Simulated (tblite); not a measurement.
Scan of H3 (anion, charge -1), singlet: collinear H-H-H surface. Scanned: first H-H distance and second H-H distance.

Cartesian coordinates as functions of the variables (Å; names that start with a are angles):
```
H  0  0  -r1
H  0  0  0
H  0  0  r2
```

Method: GFN2-xTB, 300 K electronic temperature (tblite).

Energy in mEh above the lowest grid point; x is the first H-H distance (Å), y the second H-H distance (Å).

```csv
y \ x,0.63,0.68,0.74,0.80,0.87,0.94,1.02,1.11,1.22,1.37,1.55,1.81,2.15
2.15,19.8,9.6,3.5,1.7,2.0,5.5,12.0,20.3,30.6,43.6,57.4,73.4,88.4
1.81,22.8,11.7,4.5,1.4,0.0,1.8,6.4,12.7,20.9,32.1,44.3,59.1,73.4
1.55,31.0,18.7,10.0,5.3,1.7,1.3,3.8,7.9,13.7,22.1,31.8,44.3,57.4
1.37,43.4,29.7,19.1,12.6,6.7,4.2,4.5,6.4,9.7,15.0,22.1,32.1,43.6
1.22,61.4,45.5,32.4,23.7,15.1,10.2,7.9,7.1,7.5,9.7,13.7,20.9,30.6
1.11,81.3,63.0,47.3,36.2,24.9,17.5,12.7,9.3,7.1,6.4,7.9,12.7,20.3
1.02,103.8,82.8,64.1,50.3,36.1,26.0,18.6,12.7,7.9,4.5,3.8,6.4,12.0
0.94,129.8,105.6,83.5,66.7,49.4,36.3,26.0,17.5,10.2,4.2,1.3,1.8,5.5
0.87,158.6,130.8,105.2,85.3,65.1,49.4,36.1,24.9,15.1,6.7,1.7,0.0,2.0
0.80,193.2,161.1,131.7,108.6,85.3,66.7,50.3,36.2,23.7,12.6,5.3,1.4,1.7
0.74,226.9,190.6,157.5,131.7,105.2,83.5,64.1,47.3,32.4,19.1,10.0,4.5,3.5
0.68,270.4,228.7,190.6,161.1,130.8,105.6,82.8,63.0,45.5,29.7,18.7,11.7,9.6
0.63,317.7,270.4,226.9,193.2,158.6,129.8,103.8,81.3,61.4,43.4,31.0,22.8,19.8
```

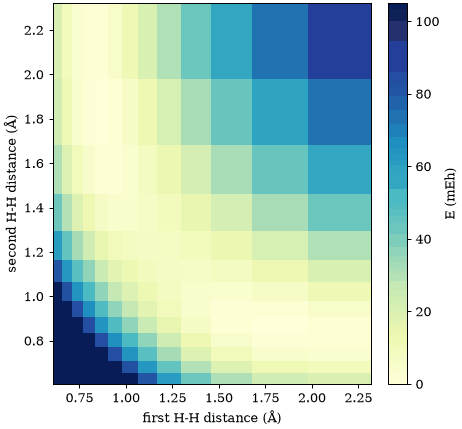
Energy surface, cut off at 105 mEh.

Points that lie below all their neighbours on the grid: x = 0.87, y = 1.81 (0.0 mEh); x = 1.81, y = 0.87 (0.0 mEh). The lowest path on the grid from the first to the second passes x = 1.11, y = 1.22 at 7.1 mEh.
